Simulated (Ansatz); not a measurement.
**SnH$_{5}$ClF$_{2}$: frequency calculation**

The run: frequency calculation of SnH$_{5}$ClF$_{2}$. Method and program: RKS revPBE-D4/def2-SVP (Ansatz 0.2.0).

It belongs to a series of runs on one base structure; here: vibrations at the highest image of the band. Figures and captions count atoms from 1; the log counts them from 0 in places.

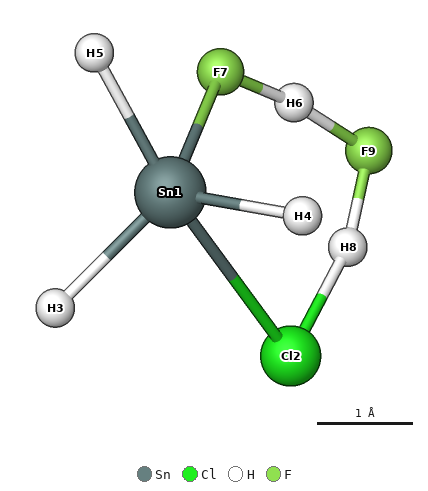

*The structure (ball-and-stick view, seen at a tilt; atoms are numbered from 1 in the order of the input). Sticks mark near contacts.*

Bond lengths as drawn: Cl–H 1.58 Å, Cl–Sn 2.79 Å, F–H 1.14 to 1.17 Å, F–Sn 2.18 Å and H–Sn 1.72 to 1.74 Å.

## The input
```yaml
crystal:
  periodic: [false, false, false]
  atoms:
    - { symbol: Sn, position_ang: [-1.10414, -0.809182, -0.06371] }
    - { symbol: Cl, position_ang: [1.588107, -0.91325, 0.670196] }
    - { symbol: H, position_ang: [-0.639979, -2.284921, -0.826139] }
    - { symbol: H, position_ang: [-1.408833, -0.735307, 1.628671] }
    - { symbol: H, position_ang: [-2.483682, -0.190914, -0.929558] }
    - { symbol: H, position_ang: [0.715496, 1.490672, -0.342452] }
    - { symbol: F, position_ang: [-0.277333, 1.097459, -0.737724] }
    - { symbol: H, position_ang: [1.859381, 0.62641, 0.452856] }
    - { symbol: F, position_ang: [1.750882, 1.719132, 0.147662] }
basis:
  gaussian: { orbitals: def2-SVP }
hamiltonian:
  xc: revpbe
  dispersion: d4
phonons: {}
```

Hardware: 2 threads of Arm Neoverse V1, 24 GiB of memory available, shared host.

Launched with:
```bash
ansatz run input.yaml --threads 2 --pin off --max-ram 3072MiB --backend cpu --events-out ev --progress --plain --runs-dir out
```

## The program's output
```
Engine: ansatz 0.2.0, aarch64-unknown-linux-gnu
Functional definition: revPBE
  parameter kappa = 1.245
  parameter beta = 0.06672455060314922
  exchange = pbe_x(kappa = kappa, mu = beta*pi^2/3)
  correlation = pbe_c(beta = beta)
1072 factors; their error is unknown
mean field evaluation 1: about -23855.6397 eV, gradient 3.9e1 eV
mean field evaluation 2: about -23850.3854 eV, gradient 7.0e1 eV
mean field evaluation 4: about -23858.2363 eV, gradient 3.5e0 eV
mean field evaluation 8: about -23858.2185 eV, gradient 1.3e-1 eV
mean field -23858.21850751 eV, -876.7733584698 hartree, gradient 5.7e-5 eV, S^2 0.000000; 0 other end points of the search recorded, 0 dependent functions left out
the calculation of the forces begins
reference -23858.21855607 eV, -876.7733602540 hartree; 31, 31 occupied and 66, 66 virtual orbitals, 1072 factors
these checks for a lower state are left out or cut short: stability, starts, cluster_reference, orbital_swaps, neighbouring_geometries, increment
1072 factors; their error is unknown
mean field evaluation 16: about -23858.2591 eV, gradient 1.8e-1 eV
mean field -23858.21832112 eV, -876.7733516201 hartree, gradient 9.9e-7 eV, S^2 0.000000; 0 other end points of the search recorded, 0 dependent functions left out
[... from here on the field's lines of each further geometry are left out, up to the last ...]
the calculation of the forces begins
reference -23858.21856775 eV, -876.7733606833 hartree; 31, 31 occupied and 66, 66 virtual orbitals, 1072 factors
these checks for a lower state are left out or cut short: stability, starts, cluster_reference, orbital_swaps, neighbouring_geometries, increment
1072 factors; their error is unknown
mean field -23858.21846627 eV, -876.7733569540 hartree, gradient 1.5e-6 eV, S^2 0.000000; 0 other end points of the search recorded, 0 dependent functions left out
the calculation of the forces begins
reference -23858.21851482 eV, -876.7733587382 hartree; 31, 31 occupied and 66, 66 virtual orbitals, 1072 factors
WARN: phonons: modes at or below zero, which the zero-point energy, F, S and C_V leave out: 1, the lowest at -337.48 cm⁻¹. A minimum has none, and a first-order saddle one
Total energy: -23858.69117918 eV, -876.7907288333 hartree
Atom 0 at    -1.104140    -0.809182    -0.063710 Å, force    -0.005983    -0.000238    -0.001165 eV/Å
Atom 1 at     1.588107    -0.913250     0.670196 Å, force     0.004476    -0.004986     0.000584 eV/Å
Atom 2 at    -0.639979    -2.284921    -0.826139 Å, force    -0.000448     0.004755     0.003774 eV/Å
Atom 3 at    -1.408833    -0.735307     1.628671 Å, force     0.003124    -0.001229    -0.001480 eV/Å
Atom 4 at    -2.483682    -0.190914    -0.929558 Å, force     0.001770    -0.003150     0.002926 eV/Å
Atom 5 at     0.715496     1.490672    -0.342452 Å, force    -0.011594     0.003696    -0.007658 eV/Å
Atom 6 at    -0.277333     1.097459    -0.737724 Å, force     0.013267     0.002714    -0.001923 eV/Å
Atom 7 at     1.859381     0.626410     0.452856 Å, force    -0.008805     0.000887    -0.002891 eV/Å
Atom 8 at     1.750882     1.719132     0.147662 Å, force     0.004192    -0.002448     0.007833 eV/Å
Dipole moment:    -0.427133    -0.140539    -0.021585 e Å
Vibrations: -337.48 21.42 126.27 167.14 246.70 425.62 475.46 497.30 589.96 618.35 710.10 739.59 783.16 810.61 1076.89 1128.09 1499.32 1822.59 1853.63 1898.56 2138.27 cm⁻¹, zero-point energy 1.092861 eV
```

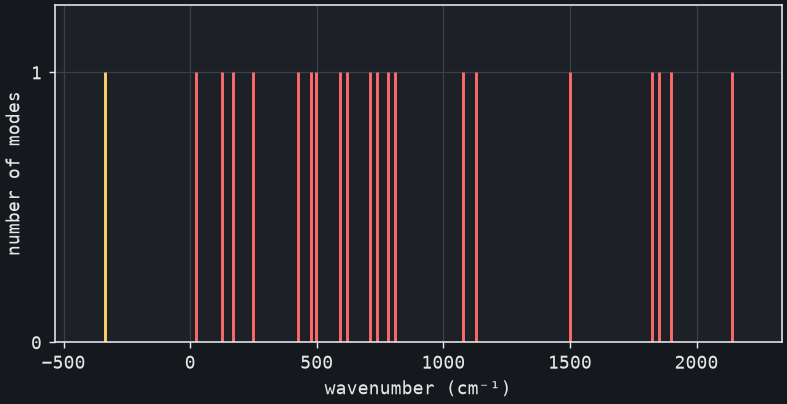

*Harmonic vibrational wavenumbers from the force constants; neighbouring modes closer than 11 cm⁻¹ are counted in one stick, and imaginary ones are drawn at negative wavenumbers.*

21 modes from 337i to 2138 cm⁻¹, 1 imaginary beyond 8i (337i cm⁻¹): a first-order saddle point, if the geometry is stationary.

## Key numbers

| quantity | value |
| --- | --- |
| outcome | converged |
| total energy | −23858.6912 eV |
| mean-field energy | −23858.2186 eV |
| largest force (length of the vector) | 0.014 eV/Å |
| wall time | 55 s (CPU time 1.8 min) |
| peak memory | 0.13 GiB |
